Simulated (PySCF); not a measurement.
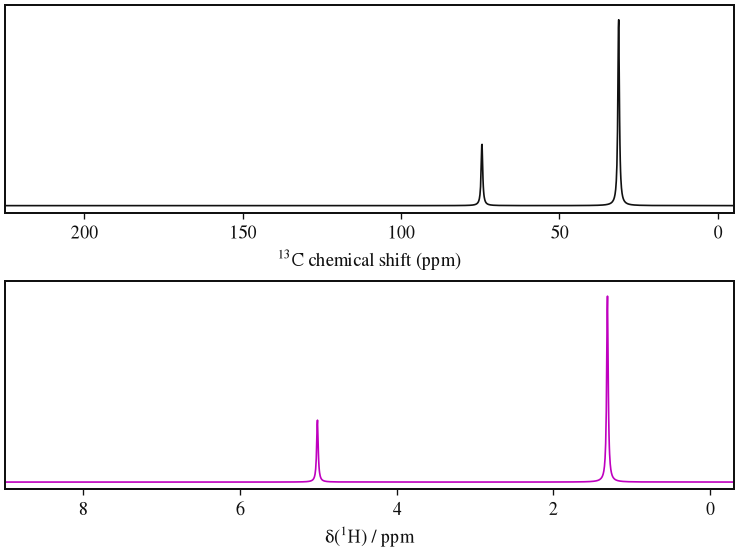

GIAO shifts, KT2/pcSseg-1 with PySCF 2.14.0, at a PBE0-D3(BJ)/def2-SVP geometry (no frequency check), against TMS for ¹³C and TMS for ¹H computed at the same level. Gas phase, fully decoupled, line heights follow the number of nuclei, widths are arbitrary (no quadrupolar broadening); values of one conformer, averaged over nuclei that symmetry or rotation about single bonds exchange, these motions taken as fast.

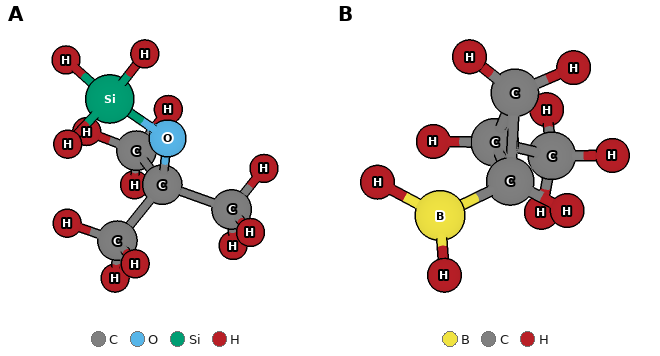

### Which molecule was computed? The candidates are drawn in the second picture.

Structure A, C₄H₁₂OSi, SMILES CC(C)(C)O[SiH3]. Its ¹³C signals: 74.4 (1 C), 31.3 (3 C) ppm. Its ¹H signals: 5.01 (3 H), 1.31 (9 H) ppm.
